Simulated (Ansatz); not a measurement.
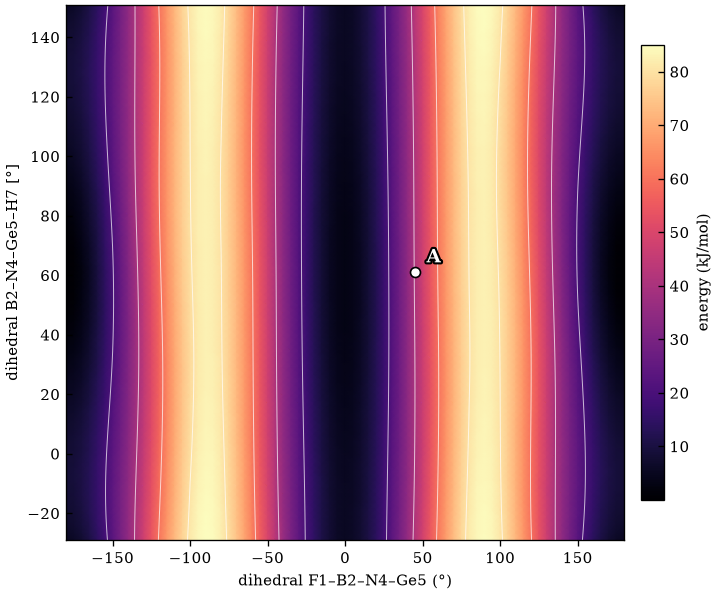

BClFGeH4N, SMILES FB(Cl)[NH][GeH3]. First axis: dihedral F1–B2–N4–Ge5. Second axis: dihedral B2–N4–Ge5–H7. Nothing is relaxed (all other coordinates rigid). The scan uses an 8 × 7 grid. Points are written as (first, second). Energies: kJ/mol, counted from the lowest grid point. Computed with RKS PBE0-D4/def2-SVP (Ansatz 0.2.0).

Drawn: a smooth colour map with a few white contour lines, the point A. Between grid points the surface is interpolated.

### Which way does the force act at A, and how strong is it?

A, at (45°, 61°), is not a stationary point. The computed force is 1.4 kJ/mol for each degree towards smaller values of dihedral F1–B2–N4–Ge5 and nearly zero along dihedral B2–N4–Ge5–H7.
